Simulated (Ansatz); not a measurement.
**GeH4O2···CH3 (doublet): density, localisation and related maps**

```yaml
atoms:
  - { symbol: Ge, position_ang: [0.0201, -0.0247, -0.4333] }
  - { symbol: H, position_ang: [0.0534, 0.1380, 1.1058] }
  - { symbol: H, position_ang: [1.3759, 0.0264, -1.1376] }
  - { symbol: O, position_ang: [-0.9161, 1.3006, -1.1779] }
  - { symbol: H, position_ang: [-1.8043, 1.4068, -0.8132] }
  - { symbol: O, position_ang: [-0.6826, -1.6168, -0.8373] }
  - { symbol: H, position_ang: [-1.3764, -1.8990, -0.2276] }
  - { symbol: C, position_ang: [0.0100, -0.0078, 4.2278] }
  - { symbol: H, position_ang: [-0.6083, -0.8927, 4.3848] }
  - { symbol: H, position_ang: [1.0928, -0.1079, 4.1431] }
  - { symbol: H, position_ang: [-0.4500, 0.9805, 4.1931] }
```

These are results of UKS B3LYP/def2-SVP (Ansatz 0.2.0), not measurements.

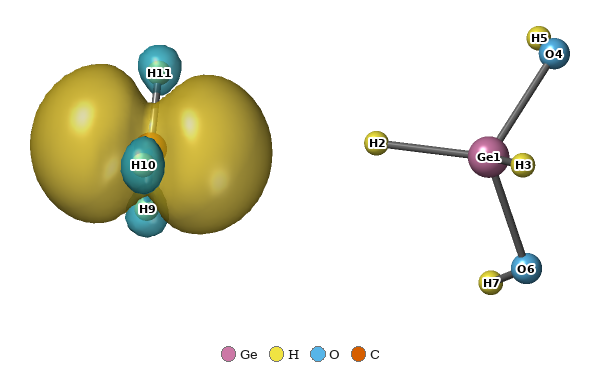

Figure 1. Isosurfaces of the spin density at +0.02 (yellow) and −0.02 e/Å³ (cyan), seen across its widest extent.

Which atoms carry the spin?

Answer. The unpaired spin (1 electron) lies mostly on C8 (about 0.8), in electrons by Hirshfeld's partition.

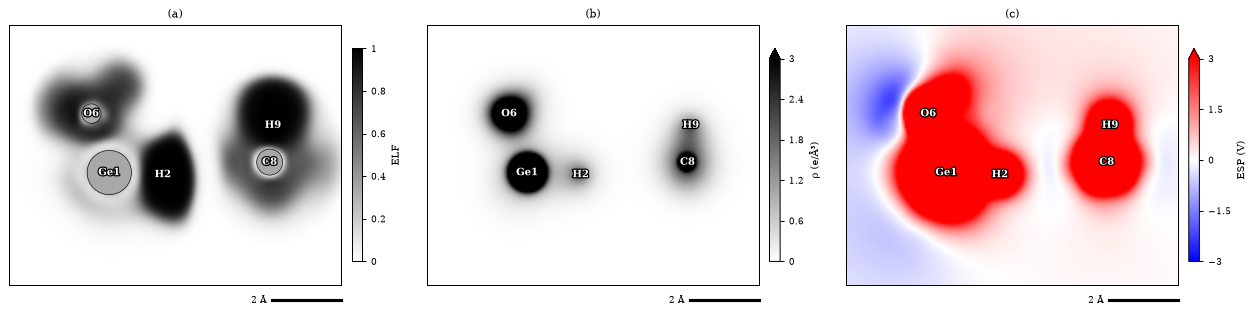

Figure 2. (a) electron localisation function; (b) electron density; (c) molecular electrostatic potential on the plane of atoms H2, Ge1 and O6. Grey discs cover the atomic cores in the ELF map.

Describe what can be read from this map.

Answer. The plane passes through Ge, H, O and C nuclei.
C8···H2 (3.13 Å): the density falls to about 0.03 e/Å³ on the way; the ELF dips to about 0 between them; a non-bonded, intermolecular contact.
Ge–O (1.79 Å): ρ at the midpoint is about 0.93 e/Å³; the ELF peaks at about 0.85 in the valence shell of O, 0.6 Å from its nucleus, and is about 0.30 at the midpoint.
C–H (1.09 Å): ρ at the midpoint is about 1.9 e/Å³; the ELF climbs to about 1 towards the hydrogen, as it does in any bond to H (a covalent bond by its length).
Ge–H (1.55 Å): ρ is about 1 e/Å³ halfway; the ELF climbs to about 1 towards the hydrogen.
The ELF also peaks beside O6, away from the bonds: non-bonding electrons, paired or unpaired.
Outside the dense part of the complex the potential is most negative (−2.2 V) near O6.

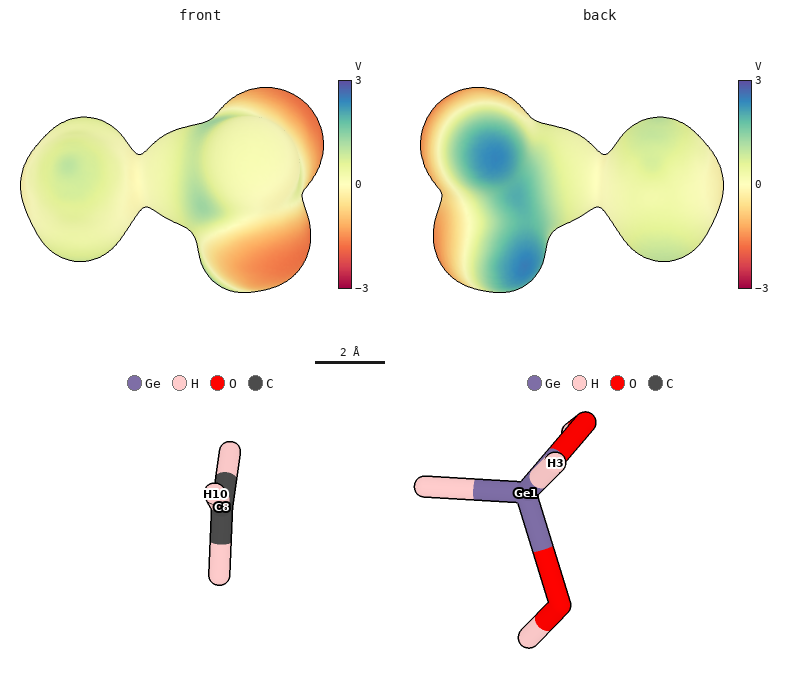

Figure 3. The electrostatic potential painted on the density surface at 0.002 e/bohr³, seen from the front and from behind; red is negative and blue positive. The bare structure is drawn below in the same view.

Which sites attract a positive test charge, and which a negative one?

Answer. A positive charge is drawn to the negative regions and a negative charge to the positive ones. The most negative region (about −1.7 V) lies over O4 and O6, the most positive (about +2.4 V) over H5 and H7.

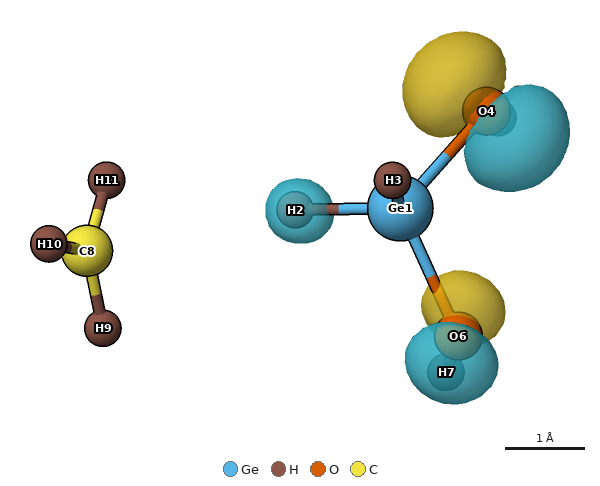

Figure 4. The HOMO (β) at ±0.2 Å⁻³ᐟ² (yellow and cyan are the two phases), seen at a tilt.

Where does this orbital lie, and at what energy?

Answer. By Hirshfeld shares it lies mainly on O4 (about 60 %), O6 (about 20 %) and Ge1 (about 10 %). Its energy is −8.10 eV.
